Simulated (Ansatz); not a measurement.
```yaml
crystal:
  periodic: [false, false, false]
  atoms:
    - {symbol: N, position_ang: [-1.150270, 0.345954, -0.568743]}
    - {symbol: Al, position_ang: [0.330576, 0.149113, 0.362572]}
    - {symbol: O, position_ang: [1.304554, -1.187509, -0.020806]}
    - {symbol: H, position_ang: [-1.457678, -0.270110, -1.303289]}
    - {symbol: H, position_ang: [-1.808466, 1.095637, -0.436936]}
    - {symbol: H, position_ang: [0.716757, 1.179657, 1.495358]}
    - {symbol: H, position_ang: [1.778941, -1.268804, -0.845237]}
basis:
  gaussian: {orbitals: def2-TZVPP}
correlation: {method: ccsd_t}
```

Geometry: moved along internal coordinates away from the minimum.

Describe the molecule in this file.

The molecule is AlH₄NO. Its SMILES string is `[NH2][AlH][OH]`. Coordination: 1 N trigonal planar; 1 Al trigonal planar; 1 O bent.

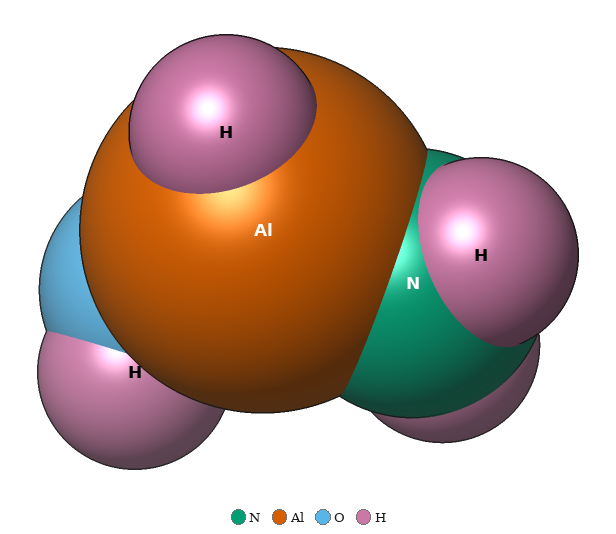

Source: calculation with Ansatz.
